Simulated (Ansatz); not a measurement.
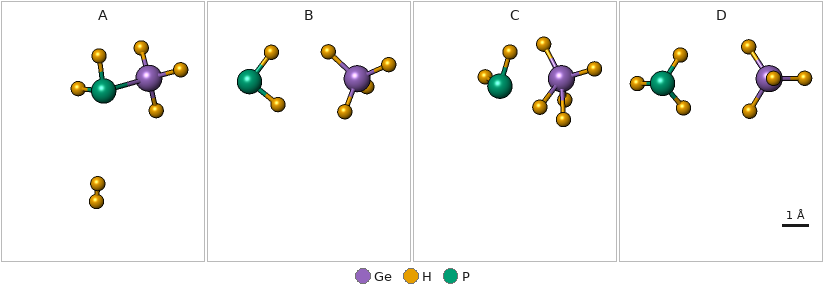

4 geometries from a converged minimum-energy path of GePH₇, made up at the start of GeH$_{4}$ and PH$_{3}$, shuffled. Style: ball-and-stick. Shown at a tilt.

Method: Ansatz 0.2.0, RKS revPBE/def2-SVP. Run with 7 movable images; climbing image; force threshold 0.03 eV/Å; iteration limit 60; starting path through a guess of the saddle point.

Which frame is the top of the path?

C. In order along the path, whose images run from 0 to 8: D (image 0, 0.00 eV), B (image 2, 0.00 eV), C (image 4, +2.98 eV), A (image 8, +0.02 eV). Breaking: Ge–H (1.55 → 5.38 Å), H–P (1.44 → 3.65 Å). Forming: Ge–P (5.17 → 2.36 Å), H–H (3.79 → 0.77 Å).

Limits of the set-up: the start holds two separate molecules, 3.8 Å apart at their closest, whose relative position is a soft coordinate and is computed without a dispersion correction.
